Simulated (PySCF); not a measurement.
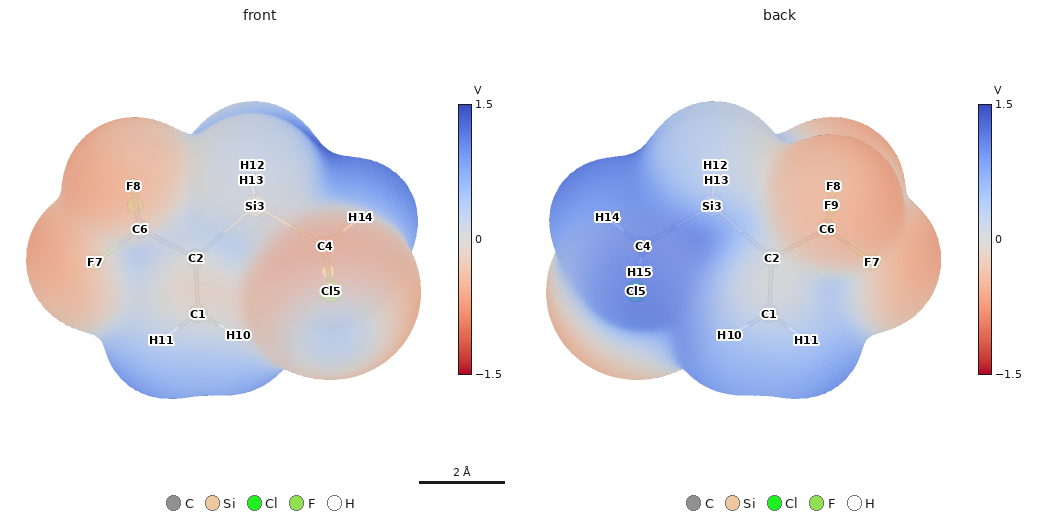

C4H6ClF3Si (SMILES C=C([SiH2]CCl)C(F)(F)F). The molecular electrostatic potential painted on the density surface at 0.001 e/bohr³, seen from the front and from behind; red is negative and blue positive.

Geometry: GFN2-xTB.

Theory: CAM-B3LYP/def2-SVPD, SCF density, gas phase (PySCF).

Input

```
{"job": {"kind": "uv", "xc": "CAM-B3LYP", "basis": "def2-SVPD", "nstates": 8, "ntriplets": 3}, "charge": 0, "multiplicity": 1}
C     -1.129318    -1.224180     0.427452
C     -0.784589    -0.018058     0.001672
Si     0.951080     0.721075    -0.150193
C      2.221774    -0.678726     0.116205
Cl     2.122802    -1.232587     1.811401
C     -1.836108     0.941985    -0.447415
F     -3.086156     0.612839    -0.096575
F     -1.621464     2.180622     0.037472
F     -1.845312     1.074799    -1.789892
H     -0.384762    -1.929709     0.751307
H     -2.158084    -1.546521     0.481392
H      1.120065     1.250893    -1.505514
H      1.126025     1.734189     0.888457
H      3.238146    -0.327751    -0.035527
H      2.061487    -1.550881    -0.512155
```

Run with:

```sh
OMP_NUM_THREADS=1 python probes_run.py task.json out
```

Which sites attract a positive test charge, and which a negative one?

Answer. A positive charge is drawn to the negative regions and a negative charge to the positive ones. The most negative region (about −0.6 V) lies over F7, F8 and F9, the most positive (about +1.2 V) over Si3. Cl5 shows a σ-hole: about +0.2 V at the tip opposite its bond, against about −0.2 V on its flanks.
